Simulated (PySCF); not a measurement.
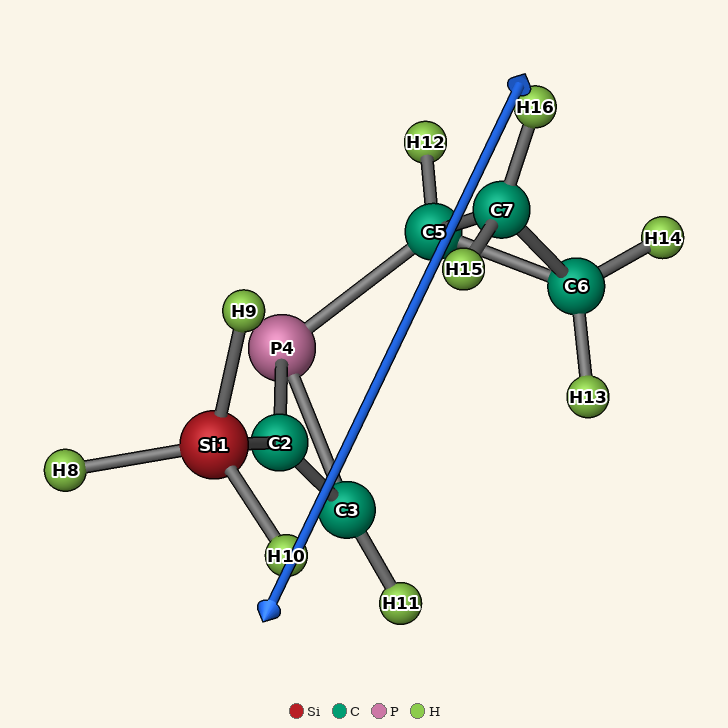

The double arrow shows the direction of the transition dipole to excited singlet state 5 (its length means nothing). Computed geometry: GFN2-xTB optimisation. No frequency run is at hand to confirm it as a minimum. Method: TDDFT PBE0/def2-SVPD, vertical, gas phase, core orbitals frozen in the response (PySCF 2.14.0).

Question. Give its energy, strength and character.

Answer. 6.29 eV (197 nm), oscillator strength 0.13, mainly HOMO−1 → LUMO+1 (weight 0.56); transition dipole 2.34 D.

The geometry is semi-empirical. Around P, Si such bond lengths and angles can be off by a tenth of an ångström or more and by several degrees, and values that hang on the shape move with them.
